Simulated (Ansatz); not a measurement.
| atom | x (Å) | y (Å) | z (Å) |
| --- | --- | --- | --- |
| O | 1.4695 | 1.6037 | -0.4814 |
| Al | 0.8708 | 0.2629 | 0.4050 |
| Cl | 2.0046 | -0.4750 | 2.0461 |
| Ge | -1.2712 | -0.7116 | -0.3072 |
| H | 2.3064 | 2.0527 | -0.2786 |
| H | -2.3909 | 0.3640 | -0.3422 |
| H | -1.1636 | -1.3049 | -1.7389 |
| H | -1.7334 | -1.8488 | 0.6416 |

Level of theory: RKS PBE/def2-SVP (Ansatz).

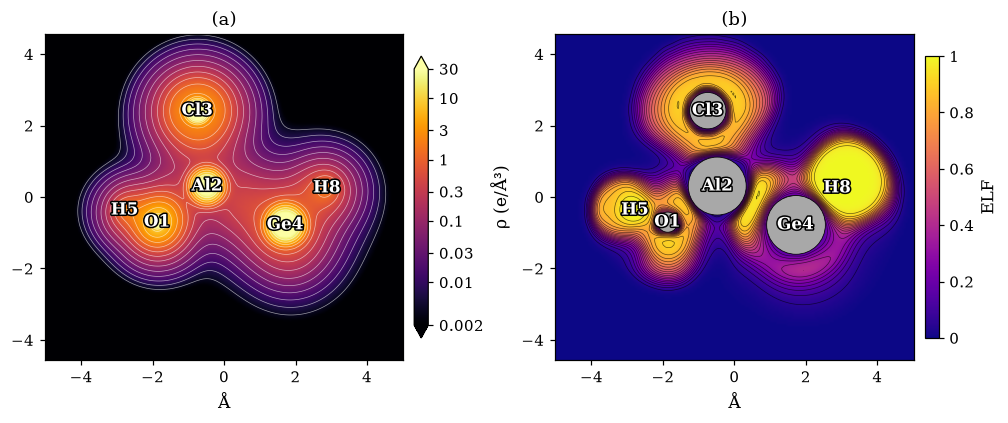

AlClGeH₄O. (a) electron density; (b) ELF on the plane of atoms Al2, O1 and H5. Grey discs cover the atomic cores in the ELF map.

**Describe what can be read from this map.**

- The section cuts through O, Al, Cl, Ge and H sites.
- Al–O (1.72 Å): ρ at the midpoint is about 0.81 e/Å³; the ELF peaks at about 0.85 in the valence shell of O, 0.6 Å from its nucleus, and is about 0.40 at the midpoint.
- Al–Cl (2.13 Å): ρ is about 0.66 e/Å³ halfway; the ELF peaks at about 0.85 in the valence shell of Cl, 0.9 Å from its nucleus, and is about 0.80 at the midpoint.
- Al–Ge (2.46 Å): the density is about 0.5 e/Å³ at the midpoint; the ELF peaks at about 0.95 between the atoms; localised, covalent bonding.
- O–H (0.97 Å): the density is about 3.6 e/Å³ at the midpoint; the ELF climbs to about 1 towards the hydrogen, as it does in any bond to H: an ordinary covalent bond to hydrogen.
- Ge–H (1.55 Å): ρ at the midpoint is about 1 e/Å³; the ELF climbs to about 1 towards the hydrogen.
- The ELF also peaks beside O1 and Cl3, away from the bonds: lone-pair regions.
